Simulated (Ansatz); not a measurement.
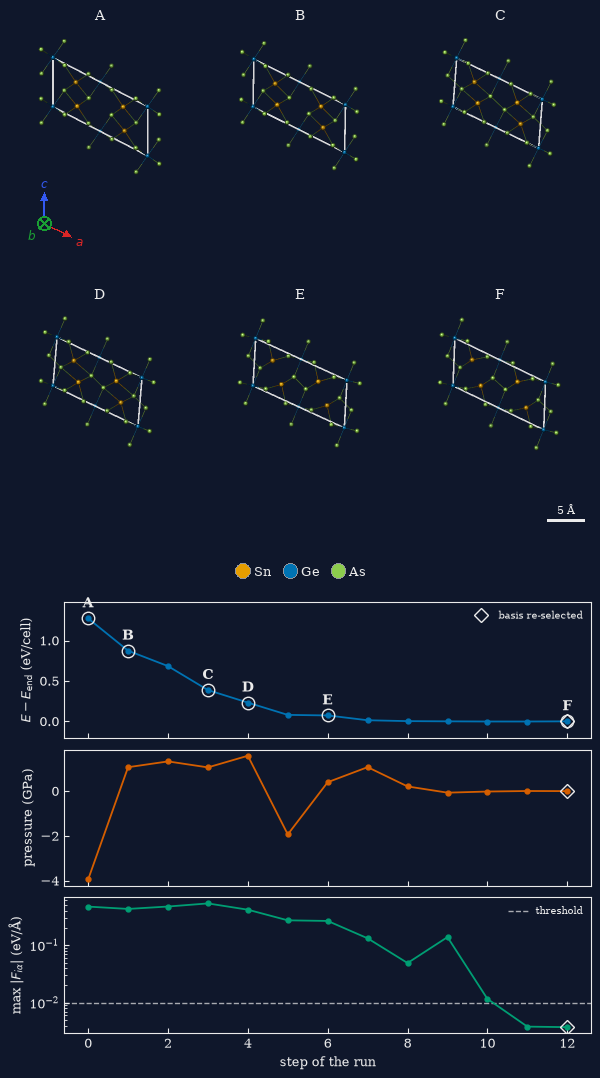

Frames of a relaxation of solid Sn2GeAs4 (built on the Ti2NiS4-12 type type), marked on the history of the run. The picture is a ball-and-stick view of the conventional cell (2 times the calculation's cell), seen along the b axis. Lengths and directions refer to the drawn axes.

Method: DFT, PBEsol, plane waves, PAW (Ansatz).

The input:
```yaml
crystal:
  lattice:
    - [7.38940573, -1.97632534, 0.0]
    - [7.38940573, 1.97632534, 0.0]
    - [-3.14963014, 0.0, 6.067168]
  atoms:
    - { symbol: Sn, position: [0.25703151, 0.25703151, 0.26365772] }
    - { symbol: Sn, position: [0.7429685, 0.7429685, 0.73634228] }
    - { symbol: Ge, position: [0.0, 0.0, 0.0] }
    - { symbol: As, position: [0.12006771, 0.12006771, 0.44770412] }
    - { symbol: As, position: [0.87993229, 0.87993229, 0.55229588] }
    - { symbol: As, position: [0.37589237, 0.37589237, 0.03813736] }
    - { symbol: As, position: [0.62410763, 0.62410763, 0.96186264] }
kpoints:
  mp_grid: { grid: [6, 6, 4] }
hamiltonian:
  xc: pbesol
scf:
  occupations: { method: fermi_dirac, width: 0.03 }
relax:
  f_tol: 0.01
  cell: {}
  max_steps: 120
```

Run as
```bash
ansatz run input.yaml --threads 4 --pin off --max-ram 4608MiB --backend cpu --events-out ev --progress --plain --runs-dir out
```

> What happens along the run?

Over 11 accepted moves (12 points after the start) the energy falls by 1.274 eV per cell of the calculation. Largest force component: 0.47 eV/Å at the start, 0.0038 eV/Å at the end. Pressure: −3.94 GPa at the start and 0.00 GPa at the end. The SCF was repeated once at an unchanged geometry on a basis and grid sized afresh for the cell, which shifted the energy by 2.2 meV per cell of the calculation at most. The largest moves relative to the cell, 0.68 Å, are those of As4 and As5. As4 goes along −a. Largest moves by element: As 0.68 Å, Sn 0.60 Å. Ge stays in place. The drawn cell changes as follows: a 14.779 → 13.972 Å (−5.5 %), b 3.953 → 3.861 Å (−2.3 %), c 6.836 → 6.618 Å (−3.2 %), β 117.4° → 113.7°; the volume changes by −7.7 %. Near-neighbour distances that change, for instance: As4–As5 3.930 → 2.372 Å, Sn1–As4 2.833 → 3.818 Å, Sn1–As6 2.821 → 2.678 Å, Ge3–As6 2.789 → 2.657 Å. New bonds form, among them: As4–As5 (3.93 → 2.37 Å). Bonds break, among them: Sn1–As4 (2.83 → 3.82 Å), Sn2–As5 (2.83 → 3.82 Å). Among the angles between lasting bonds that change: Sn1–As7–Ge3 132.9° → 161.5°, Sn2–As7–Ge3 130.8° → 108.6°, Sn1–As7–Ge3 73.0° → 88.6°. The space group stays C2/m (No. 12). The run took 110 s on 4 threads of Arm Neoverse V1, on a shared host, peak memory 0.9 GiB. From step 0 to 1: Sn and As atoms move most (0.16 Å), volume −9.9 %, energy −0.400 eV per cell of the calculation. From step 1 to 3: As atoms move most (0.29 Å), volume −2.3 %, energy −0.488 eV per cell of the calculation. From step 3 to 4: As atoms move most (0.17 Å), volume +0.5 %, energy −0.155 eV per cell of the calculation. From step 4 to 6: Sn atoms move most (0.29 Å), volume +2.4 %, energy −0.159 eV per cell of the calculation. From step 6 to 12: Sn atoms move most (0.13 Å), volume +1.8 %, energy −73.1 meV per cell of the calculation.
